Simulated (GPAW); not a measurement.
Property calculation, with input and output: CH2BClF2 (part 1 of 2)

The run: property calculation of CH2BClF2, SMILES FBC(F)Cl. Method and program: PBE/dzp, scalar-relativistic datasets (GPAW 26.7.0).

The geometry comes from this level: GFN2-xTB.

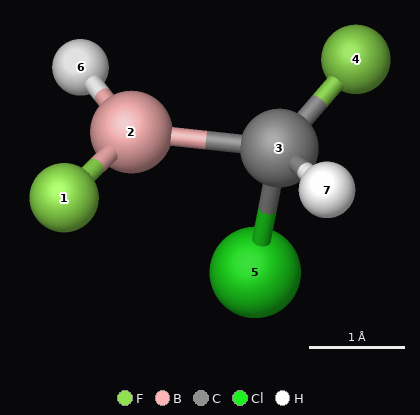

*The structure (ball-and-stick view, seen at a tilt; atoms are numbered from 1 in the order of the input).*

Bond lengths as drawn: B–C 1.58 Å, B–F 1.32 Å, B–H 1.17 Å, C–Cl 1.82 Å, C–F 1.35 Å and C–H 1.09 Å.

Input (run.py)
```python
import numpy as np
from ase import Atoms
from ase.units import Debye
from gpaw import GPAW

system = Atoms(['F', 'B', 'C', 'F', 'Cl', 'H', 'H'],
    positions=[[ -1.736780,   0.766020,  -0.100360],
               [ -0.541220,   0.582670,   0.418450],
               [  0.297590,  -0.638340,  -0.127800],
               [  1.318220,  -1.144890,   0.598020],
               [  0.962120,   0.564500,  -1.321190],
               [ -0.145820,   1.322970,   1.230320],
               [ -0.154110,  -1.452940,  -0.697440]])
system.center(vacuum=4.5)

gpaw_calc = GPAW(mode='lcao', xc='PBE', maxiter=100, h=0.2, basis='dzp', txt='-')
system.calc = gpaw_calc

energy = system.get_potential_energy()
print(f'Energy                  {energy:.5f} eV')
forces = system.get_forces()
print('Forces (eV/Ang)')
for symbol, f in zip(system.symbols, forces):
    print(f'{symbol:2} {f[0]:9.4f} {f[1]:9.4f} {f[2]:9.4f}')
dipole = system.get_dipole_moment() / Debye
print(f'Dipole = {np.linalg.norm(dipole):.3f} D')
homo, lumo = gpaw_calc.get_homo_lumo()
print(f'HOMO = {homo:.3f} eV')
print(f'LUMO = {lumo:.3f} eV')
print(f'Gap: {lumo - homo:.3f} eV')
```

Command:
```bash
OMP_NUM_THREADS=1 python run.py
```

Log
```
__  _  _
 | _ |_)|_||  |
 |__||  | ||/\| - 26.7.0

units:  Angstrom and eV
cores:  1
OpenMP: False

Versions:
  Python: 3.12.14
  ASE:    3.29.0
  Numpy:  2.5.5
  Scipy:  1.18.1
  Libxc:  7.0.0

        _gpaw.cpython-312-aarch64-linux-gnu.so

Input parameters:
  mode=LCAO(),
  basis={'default': 'dzp'},
  h=0.2,
  maxiter=100,
  xc=XC(name='PBE')
        .-----------------------------.
       /|                             |
      / |                             |
     /  |                             |
    /   |                             |
   /    |                             |
  /     |                             |
 *      |                             |
 |      |           H                 |
 |      |                             |
 |      |       F  B   F              |
 |      |           C                 |
 |      |          H   Cl             |
 |      |                             |
 |      .-----------------------------.
 |     /                             /
 |    /                             /
 |   /                             /
 |  /                             /
 | /                             /
 |/                             /
 *-----------------------------*

Atoms  # Å, Bohr magnetons
|   | symbol |        x |        y |        z |    initial magnetic moments |
|---|--------|----------|----------|----------|-----------------------------|
| 0 |      F | 4.500000 | 6.718960 | 5.720830 | ( 0.0000,  0.0000,  0.0000) |
| 1 |      B | 5.695560 | 6.535610 | 6.239640 | ( 0.0000,  0.0000,  0.0000) |
| 2 |      C | 6.534370 | 5.314600 | 5.693390 | ( 0.0000,  0.0000,  0.0000) |
| 3 |      F | 7.555000 | 4.808050 | 6.419210 | ( 0.0000,  0.0000,  0.0000) |
| 4 |     Cl | 7.198900 | 6.517440 | 4.500000 | ( 0.0000,  0.0000,  0.0000) |
| 5 |      H | 6.090960 | 7.275910 | 7.051510 | ( 0.0000,  0.0000,  0.0000) |
| 6 |      H | 6.082670 | 4.500000 | 5.123750 | ( 0.0000,  0.0000,  0.0000) |

Unit cell  # Å
| periodic |         x |         y |         z |   lengths |    angles |
|----------|-----------|-----------|-----------|-----------|-----------|
|       no | 12.055000 |  0.000000 |  0.000000 | 12.055000 | 90.000000 |
|       no |  0.000000 | 11.775910 |  0.000000 | 11.775910 | 90.000000 |
|       no |  0.000000 |  0.000000 | 11.551510 | 11.551510 | 90.000000 |

Number of symmetries: 1
Symmetry operations  # r_c * U_cc + t_c -> r_c
|   | kind |            matrix            |
|---|------|------------------------------|
| 0 |  E   |  1, 0, 0,  0, 1, 0,  0, 0, 1 |

BZ-sampling:
  Number of BZ points: 1
  Number of IBZ points: 1

  Monkhorst-Pack size: [1, 1, 1]
  Monkhorst-Pack shift: [0, 0, 0]

K-points  # in reciprocal-cell coordinates
|   |                                coordinates |     weight |
|---|--------------------------------------------|------------|
| 0 | (  0.00000000,   0.00000000,   0.00000000) | 1.00000000 |

basis functions: 75
Spin-components: 1 (collinear spins)
Bands:           22
Projectors:      31
Spin-degeneracy: 2
Datatype:        <class 'float'>

  Storage: CPU
  Wave functions: 13_200 bytes (13_200 per core)

Parallelization:
  kpt:    1
  domain: 1
  band:   1

Density:
  Valence electrons: 30.0
  Components: 1
  Grid points: [60 60 56]
  Charge: 0.0  # |e|

Potential:
  Grid points: [60 60 56]

species:
  F:
    name:    Fluorine
    Z:       9.0
    valence: 7
    core:    2
    charge:  0.0  # [|e|]
    file:    F.PBE.gz
    compensation charges:
      type: gauss
      rc: 0.20  # [Å]
      lmax: 2
    cutoffs:
      filter: 1.14  # [Å]
      core: 0.74  # [Å]
    projectors
    | kind |    occ | energy [eV] | rcut [Å] |
    |------|--------|-------------|----------|
    |   2s |  2.000 |     -29.898 |    0.635 |
    |   2p |  5.000 |     -11.110 |    0.635 |
    |    s |        |      -2.687 |    0.635 |
    |    p |        |      16.102 |    0.635 |
    |    d |        |       0.000 |    0.635 |

    LCAO basis set for F:
      Name: dzp
      File: F.dzp.basis.gz
      Number of radial functions: 5
      Number of spherical harmonics: 13
        l=0, rc=3.8594 Bohr: 2s-sz confined orbital
        l=1, rc=4.8750 Bohr: 2p-sz confined orbital
        l=0, rc=2.0156 Bohr: 2s-dz split-valence wave
        l=1, rc=2.6094 Bohr: 2p-dz split-valence wave
        l=2, rc=4.8750 Bohr: d-type Gaussian polarization
      Number of RI-basis functions 0

  B:
    name:    Boron
    Z:       5.0
    valence: 3
    core:    2
    charge:  0.0  # [|e|]
    file:    B.PBE.gz
    compensation charges:
      type: gauss
      rc: 0.20  # [Å]
      lmax: 2
    cutoffs:
      filter: 1.14  # [Å]
      core: 1.38  # [Å]
    projectors
    | kind |    occ | energy [eV] | rcut [Å] |
    |------|--------|-------------|----------|
    |   2s |  2.000 |      -9.443 |    0.635 |
    |   2p |  1.000 |      -3.606 |    0.635 |
    |    s |        |      17.768 |    0.635 |
    |    p |        |      23.605 |    0.635 |
    |    d |        |       0.000 |    0.635 |

    LCAO basis set for B:
      Name: dzp
      File: B.dzp.basis.gz
      Number of radial functions: 5
      Number of spherical harmonics: 13
        l=0, rc=6.6719 Bohr: 2s-sz confined orbital
        l=1, rc=8.2188 Bohr: 2p-sz confined orbital
        l=0, rc=3.7500 Bohr: 2s-dz split-valence wave
        l=1, rc=4.6094 Bohr: 2p-dz split-valence wave
        l=2, rc=8.2188 Bohr: d-type Gaussian polarization
      Number of RI-basis functions 0

  C:
    name:    Carbon
    Z:       6.0
    valence: 4
    core:    2
    charge:  0.0  # [|e|]
    file:    C.PBE.gz
    compensation charges:
      type: gauss
      rc: 0.20  # [Å]
      lmax: 2
    cutoffs:
      filter: 1.14  # [Å]
      core: 1.14  # [Å]
    projectors
    | kind |    occ | energy [eV] | rcut [Å] |
    |------|--------|-------------|----------|
    |   2s |  2.000 |     -13.751 |    0.635 |
    |   2p |  2.000 |      -5.284 |    0.635 |
    |    s |        |      13.461 |    0.635 |
    |    p |        |      21.927 |    0.635 |
    |    d |        |       0.000 |    0.635 |

    LCAO basis set for C:
      Name: dzp
      File: C.dzp.basis.gz
      Number of radial functions: 5
      Number of spherical harmonics: 13
        l=0, rc=5.5469 Bohr: 2s-sz confined orbital
        l=1, rc=6.6719 Bohr: 2p-sz confined orbital
        l=0, rc=3.0312 Bohr: 2s-dz split-valence wave
        l=1, rc=3.7500 Bohr: 2p-dz split-valence wave
        l=2, rc=6.6719 Bohr: d-type Gaussian polarization
      Number of RI-basis functions 0

  Cl:
    name:    Chlorine
    Z:       17.0
    valence: 7
    core:    10
    charge:  0.0  # [|e|]
    file:    Cl.PBE.gz
    compensation charges:
      type: gauss
      rc: 0.25  # [Å]
      lmax: 2
    cutoffs:
      filter: 1.40  # [Å]
      core: 1.49  # [Å]
    projectors
    | kind |    occ | energy [eV] | rcut [Å] |
    |------|--------|-------------|----------|
    |   3s |  2.000 |     -20.689 |    0.794 |
    |   3p |  5.000 |      -8.594 |    0.794 |
    |    s |        |       6.523 |    0.794 |
    |    p |        |      18.617 |    0.794 |
    |    d |        |       0.000 |    0.794 |

    LCAO basis set for Cl:
      Name: dzp
      File: Cl.dzp.basis.gz
      Number of radial functions: 5
      Number of spherical harmonics: 13
        l=0, rc=5.1719 Bohr: 3s-sz confined orbital
        l=1, rc=6.2656 Bohr: 3p-sz confined orbital
        l=0, rc=2.8281 Bohr: 3s-dz split-valence wave
        l=1, rc=3.5156 Bohr: 3p-dz split-valence wave
        l=2, rc=6.2656 Bohr: d-type Gaussian polarization
      Number of RI-basis functions 0

  H:
    name:    Hydrogen
    Z:       1.0
    valence: 1
    core:    0
    charge:  0.0  # [|e|]
    file:    H.PBE.gz
    compensation charges:
      type: gauss
      rc: 0.15  # [Å]
      lmax: 2
    cutoffs:
      filter: 0.85  # [Å]
      core: 0.53  # [Å]
    projectors
    | kind |    occ | energy [eV] | rcut [Å] |
    |------|--------|-------------|----------|
    |   1s |  1.000 |      -6.494 |    0.476 |
    |    s |        |      20.717 |    0.476 |
    |    p |        |       0.000 |    0.476 |

    LCAO basis set for H:
      Name: dzp
      File: H.dzp.basis.gz
      Number of radial functions: 3
      Number of spherical harmonics: 5
        l=0, rc=6.4219 Bohr: 1s-sz confined orbital
        l=0, rc=3.6094 Bohr: 1s-dz split-valence wave
        l=1, rc=6.4219 Bohr: p-type Gaussian polarization
      Number of RI-basis functions 0

Reference energy: -19705.208973  # eV

eigensolver:
  <gpaw.new.lcao.eigensolver.LCAOEigensolver object at 0xe420d55729c0>
density mixing:
  MSR1-Mixer
  Pratt-step length: 0.05
  Maximum mixing coefficient: 0.75
  Old densities: 10
  SVD Regularization: 0.005
  Good broyden scale: 1.0
  Trust region scale: 1.0
  Backstep threshold: 4.0
  History deletion threshold: 6.0
  Fourier metric: weight=20.0, sigma=0.015

occupation numbers:
  # Zero width

FastPoissonSolver using
    Stencil: 6*3+1=19 point O(h^6) finite-difference Laplacian
    FFT axes: []
    FST axes: [np.int64(2), np.int64(0), np.int64(1)]

xc functional:
  name: PBE with 2 nearest neighbor stencil
interpolation: tri-quintic # 5. degree polynomial

        .-----------------------------.
       /|                             |
      / |                             |
     /  |                             |
    /   |                             |
   /    |                             |
  /     |                             |
 *      |                             |
 |      |           H                 |
 |      |                             |
 |      |       F  B   F              |
 |      |           C                 |
 |      |          H   Cl             |
 |      |                             |
 |      .-----------------------------.
 |     /                             /
 |    /                             /
 |   /                             /
 |  /                             /
 | /                             /
 |/                             /
 *-----------------------------*
```
